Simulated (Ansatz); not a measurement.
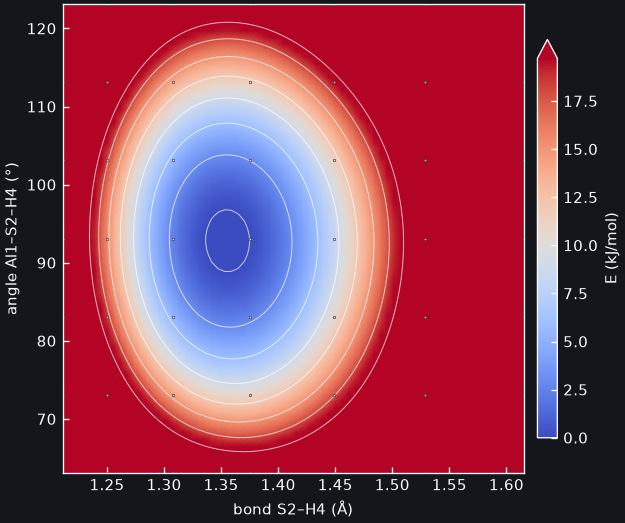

AlH₂S, SMILES [AlH][SH], spin multiplicity 2. 
- Two internal coordinates are moved rigidly from the geometry relaxed at PBE0-D4/def2-TZVP, all others fixed.
- First axis: bond S2–H4. Second axis: angle Al1–S2–H4.
- The grid has 7 × 7 points.
- Points are written as (first, second).
- All energies are given in kJ/mol relative to the lowest grid point.
- The calculation used Ansatz, UKS PBE-D4/def2-TZVPP.

In the figure: a smooth colour map with a few white contour lines, dots at the grid points, one colour for all values above the top of the scale. Between grid points the surface is interpolated.

Q: Estimate the position of the minimum and the force constants in these coordinates.

A: The interpolated minimum is at bond S2–H4 ≈ 1.356 Å, angle Al1–S2–H4 ≈ 93°. The curvatures there are about 24 eV/Å² and 1.9 eV/rad², with a cross term of about 0.1 eV/(Å·rad). Round the minimum the two coordinates are nearly uncoupled. (1 eV is 96.5 kJ/mol.)
